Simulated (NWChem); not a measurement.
Single-point calculation, with input and output: BN2H5 (charge −1) (part 2 of 3)

BN2H5, charge −1, multiplicity 2; HF/3-21G, UHF (NWChem 7.3.0). The geometry is that of the parent species in another charge or spin state. The geometry comes from this level: PBE0-D4/def2-TZVP.

Geometry of the input (Å):
```
N  -0.9710  0.5165  -0.5811
B  0.1942  0.3866  0.2005
N  0.8482  -0.8452  0.4014
H  -1.4268  -0.2445  -1.0534
H  -1.4239  1.4009  -0.7137
H  0.6497  1.3686  0.7180
H  1.6767  -0.9198  0.9609
H  0.5450  -1.7203  0.0116
```

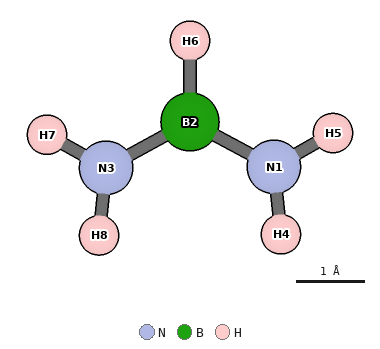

**Figure 1.** The input geometry (ball-and-stick view, seen on its broad side; atoms are numbered from 1 in the order of the input).

Output, continued
```
 Vector   10  Occ=1.000000D+00  E=-2.175043D-01
              MO Center= -1.2D-02, -5.8D-02, -3.4D-02, r^2= 2.1D+00
   Bfn.  Coefficient  Atom+Function         Bfn.  Coefficient  Atom+Function
  ----- ------------  ---------------      ----- ------------  ---------------
     9      0.284775  1 N  pz                27      0.284798  3 N  pz
     5      0.247215  1 N  pz                23      0.247233  3 N  pz
     7     -0.197538  1 N  px                25     -0.197571  3 N  px
     3     -0.171486  1 N  px                21     -0.171510  3 N  px
    18      0.157756  2 B  pz

 Vector   11  Occ=1.000000D+00  E=-1.902719D-01
              MO Center=  3.9D-01,  8.1D-01,  4.2D-01, r^2= 1.9D+00
   Bfn.  Coefficient  Atom+Function         Bfn.  Coefficient  Atom+Function
  ----- ------------  ---------------      ----- ------------  ---------------
    33      0.348867  6 H  s                 32      0.248059  6 H  s
    13      0.236472  2 B  py                15      0.204570  2 B  s
     6     -0.162054  1 N  s                 24     -0.162031  3 N  s
    26     -0.153406  3 N  py

 Vector   12  Occ=1.000000D+00  E=-1.435252D-01
              MO Center= -6.1D-02, -1.6D-01, -9.0D-02, r^2= 2.3D+00
   Bfn.  Coefficient  Atom+Function         Bfn.  Coefficient  Atom+Function
  ----- ------------  ---------------      ----- ------------  ---------------
     9      0.376030  1 N  pz                27     -0.375990  3 N  pz
     5      0.287262  1 N  pz                23     -0.287230  3 N  pz
     7     -0.260815  1 N  px                25      0.260841  3 N  px
     3     -0.199248  1 N  px                21      0.199263  3 N  px

 Vector   13  Occ=1.000000D+00  E= 1.997153D-01
              MO Center=  1.8D-01,  3.6D-01,  1.9D-01, r^2= 2.3D+00
   Bfn.  Coefficient  Atom+Function         Bfn.  Coefficient  Atom+Function
  ----- ------------  ---------------      ----- ------------  ---------------
    18      0.700284  2 B  pz                16     -0.485782  2 B  px
     9     -0.346656  1 N  pz                27     -0.346644  3 N  pz
    14      0.311969  2 B  pz                 7      0.240429  1 N  px
    25      0.240479  3 N  px                12     -0.216404  2 B  px
     5     -0.164492  1 N  pz                23     -0.164489  3 N  pz

 Vector   14  Occ=0.000000D+00  E= 4.838311D-01
              MO Center= -2.0D-01, -4.6D-01, -2.5D-01, r^2= 5.5D+00
   Bfn.  Coefficient  Atom+Function         Bfn.  Coefficient  Atom+Function
  ----- ------------  ---------------      ----- ------------  ---------------
     6      1.033302  1 N  s                 24      1.033019  3 N  s
    29     -0.734361  4 H  s                 37     -0.734106  8 H  s
    31     -0.694961  5 H  s                 35     -0.694945  7 H  s
    26     -0.308951  3 N  py                 7     -0.281229  1 N  px
     9     -0.193564  1 N  pz

 Vector   15  Occ=0.000000D+00  E= 5.175146D-01
              MO Center= -1.3D-01, -3.2D-01, -1.7D-01, r^2= 5.7D+00
   Bfn.  Coefficient  Atom+Function         Bfn.  Coefficient  Atom+Function
  ----- ------------  ---------------      ----- ------------  ---------------
     6      1.121554  1 N  s                 24     -1.121977  3 N  s
    29     -0.744126  4 H  s                 37      0.743676  8 H  s
    31     -0.644101  5 H  s                 35      0.644982  7 H  s
    26      0.267449  3 N  py                 7     -0.256840  1 N  px
    16      0.246135  2 B  px                17     -0.184421  2 B  py

 Vector   16  Occ=0.000000D+00  E= 5.465604D-01
              MO Center= -8.0D-02, -2.0D-01, -1.1D-01, r^2= 5.7D+00
   Bfn.  Coefficient  Atom+Function         Bfn.  Coefficient  Atom+Function
  ----- ------------  ---------------      ----- ------------  ---------------
    31     -0.907824  5 H  s                 35     -0.907164  7 H  s
    29      0.838618  4 H  s                 37      0.839339  8 H  s
     8      0.661304  1 N  py                33     -0.556522  6 H  s
    25      0.453144  3 N  px                27      0.381130  3 N  pz
    15      0.336188  2 B  s                 26      0.325510  3 N  py

 Vector   17  Occ=0.000000D+00  E= 5.908501D-01
              MO Center= -1.3D-01, -3.1D-01, -1.7D-01, r^2= 5.9D+00
   Bfn.  Coefficient  Atom+Function         Bfn.  Coefficient  Atom+Function
  ----- ------------  ---------------      ----- ------------  ---------------
    31      1.002666  5 H  s                 35     -1.002520  7 H  s
    29     -0.882635  4 H  s                 37      0.882901  8 H  s
     8     -0.729775  1 N  py                25      0.542196  3 N  px
    27      0.430043  3 N  pz                26      0.262819  3 N  py
     4     -0.205084  1 N  py                21      0.155887  3 N  px

 Vector   18  Occ=0.000000D+00  E= 6.541191D-01
              MO Center=  3.5D-01,  7.3D-01,  3.8D-01, r^2= 3.1D+00
   Bfn.  Coefficient  Atom+Function         Bfn.  Coefficient  Atom+Function
  ----- ------------  ---------------      ----- ------------  ---------------
    15      2.893227  2 B  s                 33     -1.899590  6 H  s
    26     -0.587748  3 N  py                 7     -0.477057  1 N  px
     6     -0.465348  1 N  s                 24     -0.465390  3 N  s
    17      0.438847  2 B  py                29     -0.409732  4 H  s
    37     -0.410153  8 H  s                  9     -0.355224  1 N  pz

 Vector   19  Occ=0.000000D+00  E= 6.878487D-01
              MO Center=  3.1D-01,  6.3D-01,  3.3D-01, r^2= 4.1D+00
   Bfn.  Coefficient  Atom+Function         Bfn.  Coefficient  Atom+Function
  ----- ------------  ---------------      ----- ------------  ---------------
    16      1.617284  2 B  px                17     -1.210344  2 B  py
    18      0.873492  2 B  pz                26     -0.623182  3 N  py
    29      0.587380  4 H  s                 37     -0.587274  8 H  s
    31      0.580330  5 H  s                 35     -0.580148  7 H  s
     6      0.528139  1 N  s                 24     -0.527845  3 N  s

 Vector   20  Occ=0.000000D+00  E= 7.331038D-01
              MO Center= -2.8D-02, -9.3D-02, -5.2D-02, r^2= 3.5D+00
   Bfn.  Coefficient  Atom+Function         Bfn.  Coefficient  Atom+Function
  ----- ------------  ---------------      ----- ------------  ---------------
    17      2.126825  2 B  py                33     -1.893308  6 H  s
    18      1.120607  2 B  pz                16      0.986269  2 B  px
     6      0.538428  1 N  s                 24      0.538511  3 N  s
    25     -0.511623  3 N  px                 7      0.435261  1 N  px
     8     -0.436711  1 N  py                29      0.368361  4 H  s

 Vector   21  Occ=0.000000D+00  E= 9.480392D-01
              MO Center=  2.1D-01,  4.3D-01,  2.2D-01, r^2= 2.1D+00
   Bfn.  Coefficient  Atom+Function         Bfn.  Coefficient  Atom+Function
  ----- ------------  ---------------      ----- ------------  ---------------
    14      0.907427  2 B  pz                18     -0.848333  2 B  pz
    12     -0.629447  2 B  px                16      0.588458  2 B  px
    13     -0.186200  2 B  py                17      0.174088  2 B  py

 Vector   22  Occ=0.000000D+00  E= 9.860310D-01
              MO Center=  4.3D-01,  8.9D-01,  4.6D-01, r^2= 2.1D+00
   Bfn.  Coefficient  Atom+Function         Bfn.  Coefficient  Atom+Function
  ----- ------------  ---------------      ----- ------------  ---------------
    15      1.259030  2 B  s                 13     -0.794273  2 B  py
    17      0.779224  2 B  py                11     -0.594687  2 B  s
    14     -0.418550  2 B  pz                18      0.410636  2 B  pz
    12     -0.368445  2 B  px                16      0.361470  2 B  px
    31     -0.349119  5 H  s                 35     -0.349100  7 H  s

 Vector   23  Occ=0.000000D+00  E= 1.222083D+00
              MO Center=  1.0D-01,  1.9D-01,  9.8D-02, r^2= 1.6D+00
   Bfn.  Coefficient  Atom+Function         Bfn.  Coefficient  Atom+Function
  ----- ------------  ---------------      ----- ------------  ---------------
    12      1.013843  2 B  px                13     -0.758704  2 B  py
    14      0.547583  2 B  pz                26     -0.493411  3 N  py
     7      0.474804  1 N  px                16     -0.338046  2 B  px
     9      0.314923  1 N  pz                25      0.278472  3 N  px
    29      0.271097  4 H  s                 37     -0.271236  8 H  s

                     UHF Final Beta Molecular Orbital Analysis
                     -----------------------------------------

 Vector    3  Occ=1.000000D+00  E=-7.192269D+00
              MO Center=  1.9D-01,  3.9D-01,  2.0D-01, r^2= 4.1D-02
   Bfn.  Coefficient  Atom+Function         Bfn.  Coefficient  Atom+Function
  ----- ------------  ---------------      ----- ------------  ---------------
    10      0.987799  2 B  s

 Vector    4  Occ=1.000000D+00  E=-8.679771D-01
              MO Center= -7.5D-02, -1.9D-01, -1.1D-01, r^2= 2.3D+00
   Bfn.  Coefficient  Atom+Function         Bfn.  Coefficient  Atom+Function
  ----- ------------  ---------------      ----- ------------  ---------------
     6      0.465350  1 N  s                 24      0.465546  3 N  s
     1     -0.153092  1 N  s                 19     -0.153158  3 N  s

 Vector    5  Occ=1.000000D+00  E=-8.344505D-01
              MO Center= -7.4D-02, -1.9D-01, -1.0D-01, r^2= 2.6D+00
   Bfn.  Coefficient  Atom+Function         Bfn.  Coefficient  Atom+Function
  ----- ------------  ---------------      ----- ------------  ---------------
     6      0.468147  1 N  s                 24     -0.467946  3 N  s
     1     -0.155963  1 N  s                 19      0.155898  3 N  s

 Vector    6  Occ=1.000000D+00  E=-4.150041D-01
              MO Center=  3.9D-03, -2.3D-02, -1.5D-02, r^2= 2.7D+00
   Bfn.  Coefficient  Atom+Function         Bfn.  Coefficient  Atom+Function
  ----- ------------  ---------------      ----- ------------  ---------------
    21      0.202217  3 N  px                25      0.196049  3 N  px
     7     -0.185113  1 N  px                 3     -0.178363  1 N  px
     4      0.168274  1 N  py                30      0.169114  5 H  s
    34      0.169035  7 H  s                  8      0.154541  1 N  py
    31      0.151465  5 H  s                 35      0.151416  7 H  s

 Vector    7  Occ=1.000000D+00  E=-4.068838D-01
              MO Center= -4.7D-02, -1.4D-01, -7.4D-02, r^2= 2.7D+00
   Bfn.  Coefficient  Atom+Function         Bfn.  Coefficient  Atom+Function
  ----- ------------  ---------------      ----- ------------  ---------------
    22      0.209361  3 N  py                26      0.204311  3 N  py
     4      0.176718  1 N  py                28     -0.172337  4 H  s
    36     -0.172653  8 H  s                 29     -0.162427  4 H  s
    37     -0.162681  8 H  s                  8      0.151178  1 N  py

 Vector    8  Occ=1.000000D+00  E=-3.796673D-01
              MO Center= -1.4D-01, -3.2D-01, -1.7D-01, r^2= 2.9D+00
   Bfn.  Coefficient  Atom+Function         Bfn.  Coefficient  Atom+Function
  ----- ------------  ---------------      ----- ------------  ---------------
     4      0.231992  1 N  py                 8      0.201109  1 N  py
    22     -0.188454  3 N  py                28     -0.187474  4 H  s
    36      0.187209  8 H  s                 29     -0.179176  4 H  s
    37      0.178876  8 H  s                 26     -0.167671  3 N  py

 Vector    9  Occ=1.000000D+00  E=-2.950414D-01
              MO Center=  1.5D-02, -1.1D-04, -3.1D-03, r^2= 2.4D+00
   Bfn.  Coefficient  Atom+Function         Bfn.  Coefficient  Atom+Function
  ----- ------------  ---------------      ----- ------------  ---------------
     3      0.229508  1 N  px                 7      0.230173  1 N  px
    22     -0.202426  3 N  py                26     -0.203257  3 N  py
    21      0.186002  3 N  px                25      0.186209  3 N  px
     6      0.183787  1 N  s                 12     -0.183166  2 B  px
    24     -0.183784  3 N  s                 31     -0.158297  5 H  s

 Vector   10  Occ=1.000000D+00  E=-1.826738D-01
              MO Center=  4.4D-01,  9.2D-01,  4.8D-01, r^2= 1.7D+00
   Bfn.  Coefficient  Atom+Function         Bfn.  Coefficient  Atom+Function
  ----- ------------  ---------------      ----- ------------  ---------------
    33      0.470014  6 H  s                 32      0.277739  6 H  s
    13      0.223933  2 B  py

 Vector   11  Occ=1.000000D+00  E=-1.621316D-01
              MO Center= -2.9D-02, -9.4D-02, -5.3D-02, r^2= 2.2D+00
   Bfn.  Coefficient  Atom+Function         Bfn.  Coefficient  Atom+Function
  ----- ------------  ---------------      ----- ------------  ---------------
     9      0.318686  1 N  pz                27      0.318697  3 N  pz
     5      0.246847  1 N  pz                23      0.246853  3 N  pz
     7     -0.221040  1 N  px                25     -0.221084  3 N  px
     3     -0.171211  1 N  px                21     -0.171245  3 N  px

 Vector   12  Occ=1.000000D+00  E=-9.371097D-02
              MO Center= -6.1D-02, -1.6D-01, -9.0D-02, r^2= 2.3D+00
   Bfn.  Coefficient  Atom+Function         Bfn.  Coefficient  Atom+Function
  ----- ------------  ---------------      ----- ------------  ---------------
     9      0.389761  1 N  pz                27     -0.389723  3 N  pz
     5      0.272579  1 N  pz                23     -0.272551  3 N  pz
     7     -0.270341  1 N  px                25      0.270364  3 N  px
     3     -0.189064  1 N  px                21      0.189077  3 N  px

 Vector   13  Occ=0.000000D+00  E= 4.902899D-01
              MO Center= -2.1D-01, -4.8D-01, -2.6D-01, r^2= 5.5D+00
   Bfn.  Coefficient  Atom+Function         Bfn.  Coefficient  Atom+Function
  ----- ------------  ---------------      ----- ------------  ---------------
     6      1.001083  1 N  s                 24      1.000803  3 N  s
    29     -0.758224  4 H  s                 37     -0.757961  8 H  s
    31     -0.710937  5 H  s                 35     -0.710924  7 H  s
    26     -0.346965  3 N  py                 7     -0.318228  1 N  px
     9     -0.217967  1 N  pz                25      0.163480  3 N  px

 Vector   14  Occ=0.000000D+00  E= 5.241215D-01
              MO Center= -1.4D-01, -3.4D-01, -1.8D-01, r^2= 5.7D+00
   Bfn.  Coefficient  Atom+Function         Bfn.  Coefficient  Atom+Function
  ----- ------------  ---------------      ----- ------------  ---------------
     6      1.108675  1 N  s                 24     -1.109106  3 N  s
    29     -0.756216  4 H  s                 37      0.755594  8 H  s
    31     -0.666670  5 H  s                 35      0.667739  7 H  s
    26      0.288608  3 N  py                 7     -0.276021  1 N  px
    16      0.202064  2 B  px                 9     -0.183901  1 N  pz

 Vector   15  Occ=0.000000D+00  E= 5.478447D-01
              MO Center= -9.4D-02, -2.3D-01, -1.3D-01, r^2= 5.7D+00
   Bfn.  Coefficient  Atom+Function         Bfn.  Coefficient  Atom+Function
  ----- ------------  ---------------      ----- ------------  ---------------
    31     -0.902037  5 H  s                 35     -0.901201  7 H  s
    29      0.853920  4 H  s                 37      0.854809  8 H  s
     8      0.662809  1 N  py                33     -0.518528  6 H  s
    25      0.446525  3 N  px                27      0.380291  3 N  pz
    26      0.343757  3 N  py                15      0.267204  2 B  s

 Vector   16  Occ=0.000000D+00  E= 5.658036D-01
              MO Center=  2.1D-01,  4.2D-01,  2.2D-01, r^2= 2.6D+00
   Bfn.  Coefficient  Atom+Function         Bfn.  Coefficient  Atom+Function
  ----- ------------  ---------------      ----- ------------  ---------------
    18      0.832937  2 B  pz                16     -0.577793  2 B  px
     9     -0.346502  1 N  pz                27     -0.346499  3 N  pz
     7      0.240326  1 N  px                25      0.240368  3 N  px
    14      0.183284  2 B  pz                17     -0.170951  2 B  py

 Vector   17  Occ=0.000000D+00  E= 5.923112D-01
              MO Center= -1.3D-01, -3.2D-01, -1.7D-01, r^2= 5.9D+00
   Bfn.  Coefficient  Atom+Function         Bfn.  Coefficient  Atom+Function
  ----- ------------  ---------------      ----- ------------  ---------------
    31      0.995541  5 H  s                 35     -0.995380  7 H  s
    29     -0.890753  4 H  s                 37      0.891089  8 H  s
     8     -0.733626  1 N  py                25      0.542306  3 N  px
    27      0.431699  3 N  pz                26      0.270556  3 N  py
     4     -0.205477  1 N  py                21      0.155337  3 N  px

 Vector   18  Occ=0.000000D+00  E= 6.992639D-01
              MO Center=  3.2D-01,  6.6D-01,  3.5D-01, r^2= 4.0D+00
   Bfn.  Coefficient  Atom+Function         Bfn.  Coefficient  Atom+Function
  ----- ------------  ---------------      ----- ------------  ---------------
    16      1.624764  2 B  px                17     -1.214776  2 B  py
    18      0.877768  2 B  pz                26     -0.610237  3 N  py
    31      0.567048  5 H  s                 35     -0.566863  7 H  s
    29      0.561510  4 H  s                 37     -0.561904  8 H  s
     6      0.552649  1 N  s                 24     -0.552997  3 N  s
```
